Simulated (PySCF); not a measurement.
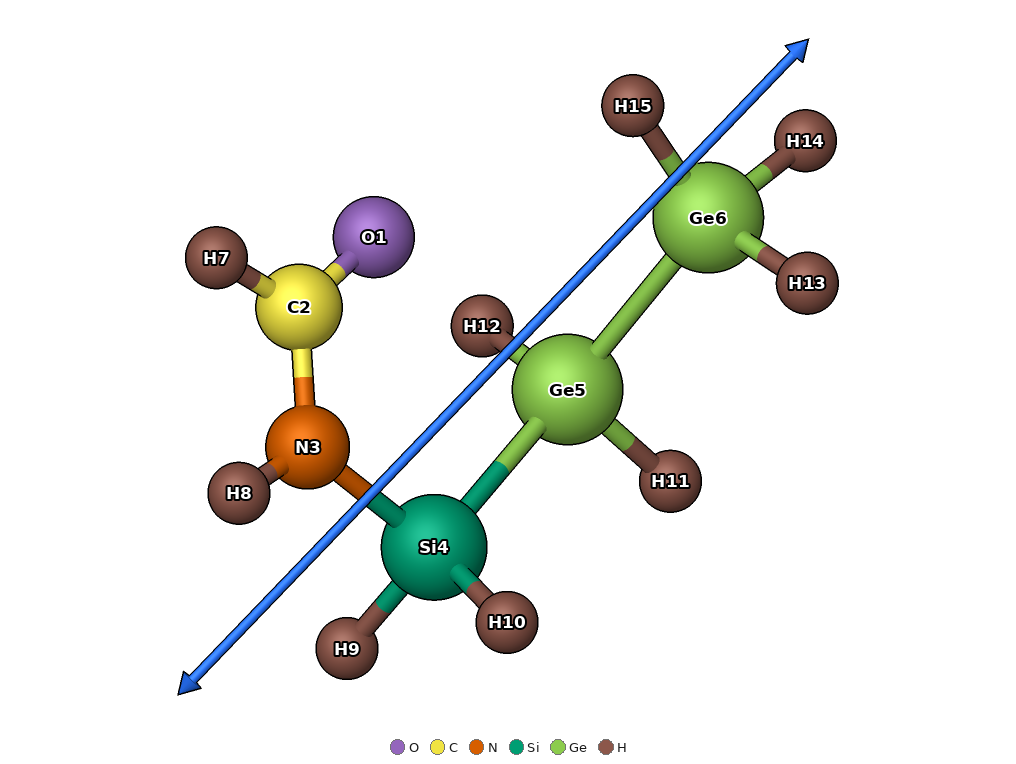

The double arrow shows the direction of the transition dipole to excited singlet state 3 (its length means nothing). Computed geometry: GFN2-xTB optimisation. No frequency run is at hand to confirm it as a minimum. Level of theory: TDDFT CAM-B3LYP/def2-SVPD, vertical, gas phase, core orbitals frozen in the response (PySCF 2.14.0).

Question: Give its energy, strength and character.

Answer: 6.78 eV (183 nm), oscillator strength 0.066, mainly HOMO−1 → LUMO (weight 0.60); transition dipole 1.60 D.

The geometry is semi-empirical. Around Ge, Si such bond lengths and angles can be off by a tenth of an ångström or more and by several degrees, and values that hang on the shape move with them.
